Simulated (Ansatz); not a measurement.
# quartet C2H6Al at 6 levels

Aim: a comparison of 6 runs (UHF/3-21G, UB3LYP/def2-SVPD, UBHLYP/def2-SVPD, UCAM-B3LYP/def2-SVPD, USVWN5/def2-SVPD, UMP2/def2-SVPD) of quartet C2H6Al. 

The results are computed with Ansatz 0.2.0.

27 further runs of the same task are left out: 27 set aside as unsound or not needed.

### 1 The system as given

The species is C2H6Al (9 atoms), meant as a quartet with charge 0. As SMILES of the parent species, `[CH3][Al][CH3]`. Geometry: relaxed at PBE0-D4/def2-TZVP. That shape belongs to the parent species and isn't relaxed for this state.

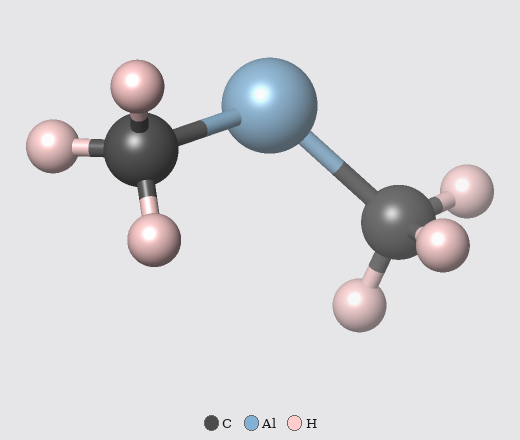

The structure, seen from a chosen angle (carbon dark grey, aluminium light blue, hydrogen pink).

### 2 The energy at UHF/3-21G (run 1)

Contents of job.yaml:

```yaml
crystal:
  periodic: [false, false, false]
  atoms:
    - {symbol: C, position_ang: [-0.810700, 1.130600, -0.941500]}
    - {symbol: Al, position_ang: [0.731000, 0.705500, 0.211900]}
    - {symbol: C, position_ang: [0.877300, -1.111400, 0.957800]}
    - {symbol: H, position_ang: [-1.467800, 0.264500, -1.069000]}
    - {symbol: H, position_ang: [-0.481900, 1.460900, -1.931900]}
    - {symbol: H, position_ang: [-1.401500, 1.950000, -0.519700]}
    - {symbol: H, position_ang: [0.915300, -1.838200, 0.137400]}
    - {symbol: H, position_ang: [-0.021800, -1.337900, 1.543500]}
    - {symbol: H, position_ang: [1.748700, -1.270300, 1.594400]}
basis:
  gaussian:
    orbitals: 3-21G.json
accuracy: high
magnetization:
  spin_polarized: true
  initial_magnetization: 3
output: {orbitals: {seedname: orbitals}}
hamiltonian:
  xc: hf
```

The basis set 3-21G is read from a file made from the Basis Set Exchange's data (not shown).

Run with:

```bash
ansatz run job.yaml --threads 1 --pin off --max-ram 3480MiB --events-out events.jsonl --progress --plain --runs-dir runs
```

The log of the run:

```text
Warning: RAYON_NUM_THREADS=1 ignored (pool sized by the plan → 1); use --threads N
Functional definition: HF
  name "HF"
  exchange = exact_x
  correlation = 0
1012 factors; integrals over basis functions are off by at most 7.4e-9 eV
mean field evaluation 1: about -8684.2703 eV, gradient 1.3e1 eV
mean field evaluation 2: about -8684.4897 eV, gradient 1.3e1 eV
mean field evaluation 4: about -8685.7869 eV, gradient 1.4e0 eV
mean field evaluation 8: about -8685.8187 eV, gradient 6.8e-2 eV
mean field evaluation 16: about -8685.8200 eV, gradient 7.7e-5 eV
mean field evaluation 32: about -8685.7893 eV, gradient 3.1e-1 eV
mean field evaluation 64: about -8685.8187 eV, gradient 6.3e-2 eV
mean field evaluation 96: about -8685.8200 eV, gradient 2.5e-4 eV
mean field -8685.82001782 eV, -319.1979981946 hartree, gradient 9.2e-8 eV, S^2 3.778936; 1 other end points of the search recorded, 0 dependent functions left out
reference -8685.82001782 eV, -319.1979981946 hartree; 17, 14 occupied and 26, 29 virtual orbitals, 1012 factors
Total energy: -8685.82001782 eV, -319.1979981946 hartree
```

Wall time 0.95 s (1 thread of Arm Neoverse V2, shared host); peak memory 0.11 GiB.

### 3 The energy at UB3LYP/def2-SVPD (run 2)

Contents of in.yaml:

```yaml
crystal:
  periodic: [false, false, false]
  atoms:
    - {symbol: C, position_ang: [-0.810700, 1.130600, -0.941500]}
    - {symbol: Al, position_ang: [0.731000, 0.705500, 0.211900]}
    - {symbol: C, position_ang: [0.877300, -1.111400, 0.957800]}
    - {symbol: H, position_ang: [-1.467800, 0.264500, -1.069000]}
    - {symbol: H, position_ang: [-0.481900, 1.460900, -1.931900]}
    - {symbol: H, position_ang: [-1.401500, 1.950000, -0.519700]}
    - {symbol: H, position_ang: [0.915300, -1.838200, 0.137400]}
    - {symbol: H, position_ang: [-0.021800, -1.337900, 1.543500]}
    - {symbol: H, position_ang: [1.748700, -1.270300, 1.594400]}
basis:
  gaussian: {orbitals: def2-SVPD}
magnetization: {spin_polarized: true, initial_magnetization: 3}
hamiltonian: {xc: {name: B3LYP}}
accuracy: high
output: {orbitals: {seedname: orbitals}}
```

Run with:

```bash
ansatz run in.yaml --threads 1 --pin off --max-ram 3480MiB --events-out events.jsonl --progress --plain --runs-dir runs
```

The log of the run:

```text
Warning: RAYON_NUM_THREADS=1 ignored (pool sized by the plan → 1); use --threads N
Functional definition: B3LYP
  name "B3LYP"
  parameter a0 = 0.2
  parameter ax = 0.72
  parameter ac = 0.81
  exchange = (1 - a0 - ax)*slater_x + ax*b88_x + a0*exact_x
  correlation = (1 - ac)*vwn_rpa_c + ac*lyp_c
2260 factors; integrals over basis functions are off by at most 3.5e-9 eV
mean field evaluation 1: about -8753.5112 eV, gradient 3.7e1 eV
mean field evaluation 2: about -8750.5289 eV, gradient 4.1e1 eV
mean field evaluation 4: about -8760.2407 eV, gradient 7.3e-1 eV
mean field evaluation 8: about -8760.3130 eV, gradient 9.0e-2 eV
mean field evaluation 16: about -8760.3130 eV, gradient 1.6e-4 eV
mean field -8760.31302076 eV, -321.9355655596 hartree, gradient 3.3e-8 eV, S^2 3.755366; 0 other end points of the search recorded, 0 dependent functions left out
reference -8760.31306499 eV, -321.9355671850 hartree; 17, 14 occupied and 95, 98 virtual orbitals, 2260 factors
Total energy: -8760.31306499 eV, -321.9355671850 hartree
```

It took 14 s on 1 thread of Arm Neoverse V2, shared host; peak memory 0.49 GiB.

Runs 3 to 5 aren't shown in full; the table further down has their settings and results.

### 4 The energy at UMP2/def2-SVPD (run 6)

Contents of molecule.yaml:

```yaml
crystal:
  periodic: [false, false, false]
  atoms:
    - {symbol: C, position_ang: [-0.810700, 1.130600, -0.941500]}
    - {symbol: Al, position_ang: [0.731000, 0.705500, 0.211900]}
    - {symbol: C, position_ang: [0.877300, -1.111400, 0.957800]}
    - {symbol: H, position_ang: [-1.467800, 0.264500, -1.069000]}
    - {symbol: H, position_ang: [-0.481900, 1.460900, -1.931900]}
    - {symbol: H, position_ang: [-1.401500, 1.950000, -0.519700]}
    - {symbol: H, position_ang: [0.915300, -1.838200, 0.137400]}
    - {symbol: H, position_ang: [-0.021800, -1.337900, 1.543500]}
    - {symbol: H, position_ang: [1.748700, -1.270300, 1.594400]}
basis:
  gaussian:
    orbitals: def2-SVPD
magnetization:
  spin_polarized: true
  initial_magnetization: 3
correlation:
  method: mp2
  frozen_orbitals: {Al: 5, C: 1, H: 0}
accuracy: high
```

Run with:

```bash
ansatz run molecule.yaml --threads 1 --pin off --max-ram 3480MiB --events-out events.jsonl --progress --plain --runs-dir runs
```

The log of the run:

```text
Warning: RAYON_NUM_THREADS=1 ignored (pool sized by the plan → 1); use --threads N
[... 4 set-up lines as earlier in the session ...]
2260 factors; integrals over basis functions are off by at most 3.5e-9 eV
mean field evaluation 1: about -8727.9043 eV, gradient 1.6e1 eV
mean field evaluation 2: about -8727.9063 eV, gradient 1.6e1 eV
mean field evaluation 4: about -8729.9443 eV, gradient 2.1e0 eV
mean field evaluation 8: about -8730.0167 eV, gradient 8.0e-2 eV
mean field evaluation 16: about -8729.9607 eV, gradient 1.6e0 eV
mean field evaluation 32: about -8730.0244 eV, gradient 3.0e-6 eV
mean field -8730.05995543 eV, -320.8237859148 hartree, gradient 3.1e-8 eV, S^2 3.769869; 2 other end points of the search recorded, 0 dependent functions left out
7 core orbitals not correlated: weight in the atoms' cores, before any rotation towards them, 1.000 or more for the frozen orbitals, at most 0.000 for the correlated occupied ones
reference -8730.05995543 eV, -320.8237859148 hartree; 10, 7 occupied and 95, 98 virtual orbitals, 2260 factors
second order -9.19749574 eV of doubles, -0.00000000 eV of singles
Total energy: -8739.25745117 eV, -321.1617876489 hartree
```

It took 7.2 s on 1 thread of Arm Neoverse V2, shared host; peak memory 0.37 GiB.

### 5 All runs side by side

```
run                 level  frozen core orbitals  energy (Eh)  HOMO energy (eV)   ⟨S²⟩  wall time
  1             UHF/3-21G                     –  -319.197998             -4.89  3.779     0.95 s
  2      UB3LYP/def2-SVPD                     –  -321.935567             -2.79  3.755       14 s
  3      UBHLYP/def2-SVPD                     –  -321.849242             -3.62  3.762       14 s
  4  UCAM-B3LYP/def2-SVPD                     –  -321.851808             -4.03  3.758       18 s
  5      USVWN5/def2-SVPD                     –  -320.083215             -2.23  3.752      6.3 s
  6        UMP2/def2-SVPD                     7  -321.161788                 –  3.770      7.2 s
```

### 6 Summary of results

| quantity | value |
| --- | --- |
| run 6: total energy | -321.16179 Eh |
| run 6: correlation energy (7 core orbitals frozen) | -338.0 mEh |
| run 6: ⟨S²⟩ of the reference determinant | 3.770 |

In words: Totals of different functionals can't be ranked against each other. All runs together took 61 s, the longest 18 s.
